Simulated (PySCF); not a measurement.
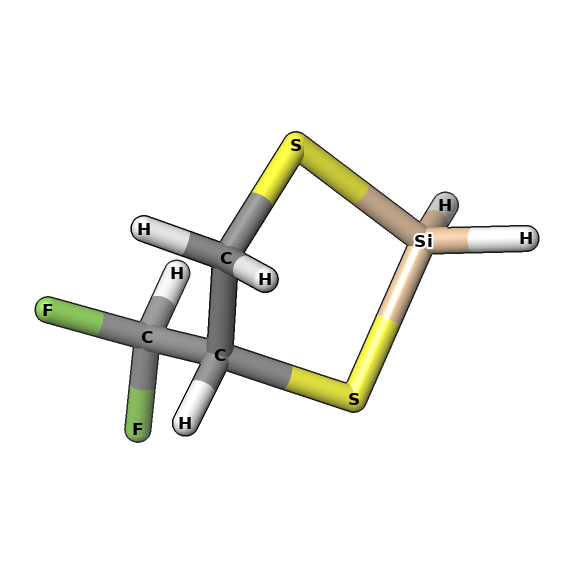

Rendered structure (stick style). Every bond is drawn as one stick, whatever its order.

The geometry was computed by an optimisation with PBE0-D3(BJ)/def2-SVP. No frequency run is at hand to confirm it as a minimum.

**Which formula does it have?**

C3H6F2S2Si, 14 atoms: 3 carbon, 6 hydrogen, 2 fluorine, 2 sulfur and 1 silicon.

**Does it have rings?**

Independent rings (smallest set): 1 of 5 members.

The parts below concern this one geometry. Atoms keep their numbers from picture to picture.

### Geometry

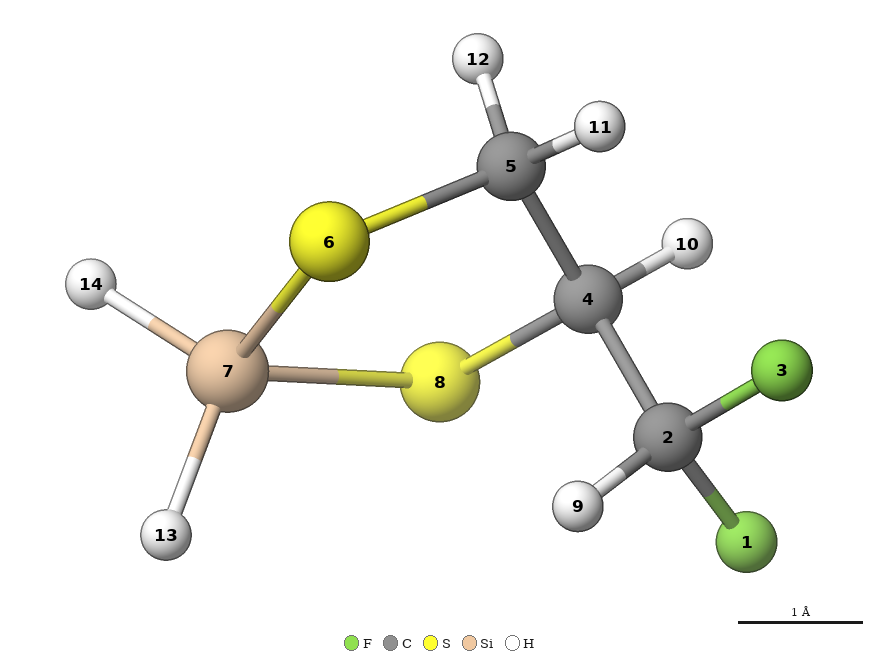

Atoms carry their numbers in the input. No frequency run is at hand to confirm it as a minimum.

What are the angles F1–C2–F3, F1–C2–C4, C2–C4–S8, C4–C2–H9, C4–C5–S6, C4–C5–H12, C5–C4–S8, C5–S6–Si7, S6–C5–H11, S6–Si7–H14, S8–C4–H10, S8–Si7–H13?

```tsv
angle	degrees
F1–C2–F3	107.7
F1–C2–C4	110.0
C2–C4–S8	110.9
C4–C2–H9	112.7
C4–C5–S6	112.1
C4–C5–H12	110.1
C5–C4–S8	111.6
C5–S6–Si7	94.9
S6–C5–H11	106.1
S6–Si7–H14	115.2
S8–C4–H10	105.3
S8–Si7–H13	114.6
```

### Electronic properties

No frequency run is at hand to confirm it as a minimum. Level of theory: B3LYP/def2-SVPD, gas phase (PySCF 2.14.0). Excitations: vertical, linear response.

**What is the dipole moment?**

1.65 D.

**What is the mean static polarisability?**

101.0 bohr³.

**Give the lowest vertical singlet excitation at this level.**

5.15 eV.

**What is the LUMO energy (Kohn–Sham orbital)?**

−0.93 eV.

### Quadrupole coupling

No frequency run is at hand to confirm it as a minimum. Electric field gradients from the ground-state density, PBE0/pcSseg-1 (PySCF 2.14.0), non-relativistic apart from any core potentials.

Give the largest field-gradient component, the quadrupole coupling constant and the asymmetry for 33S at S6 (Q = −67.81 mb), 33S at S8 (Q = −67.81 mb).

```json
{"atom": "S6", "V_zz (a.u.)": "−2.366", "e²qQ/h (MHz)": "37.7", "η": "0.79"}
{"atom": "S8", "V_zz (a.u.)": "−2.390", "e²qQ/h (MHz)": "38.1", "η": "0.85"}
```

### Core levels

No frequency run is at hand to confirm it as a minimum. Properties computed with delta-SCF UKS SCAN, pcX-2 on the ionised atom, pcseg-1 elsewhere, spin-free X2C (PySCF 2.14.0).

Give the core-electron binding energies (to vacuum; p and d levels without spin–orbit splitting) of F1 1s, C2 1s, F3 1s, C4 1s, C5 1s, S6 1s, S6 2p, Si7 1s, Si7 2p, S8 1s, S8 2p.

```json
{"atom": "F1", "level": "1s", "binding energy (eV)": "693.3"}
{"atom": "C2", "level": "1s", "binding energy (eV)": "295.7"}
{"atom": "F3", "level": "1s", "binding energy (eV)": "693.3"}
{"atom": "C4", "level": "1s", "binding energy (eV)": "292.1"}
{"atom": "C5", "level": "1s", "binding energy (eV)": "292.0"}
{"atom": "S6", "level": "1s", "binding energy (eV)": "2477.1"}
{"atom": "S6", "level": "2p", "binding energy (eV)": "169.7"}
{"atom": "Si7", "level": "1s", "binding energy (eV)": "1847.5"}
{"atom": "Si7", "level": "2p", "binding energy (eV)": "107.9"}
{"atom": "S8", "level": "1s", "binding energy (eV)": "2477.1"}
{"atom": "S8", "level": "2p", "binding energy (eV)": "169.7"}
```
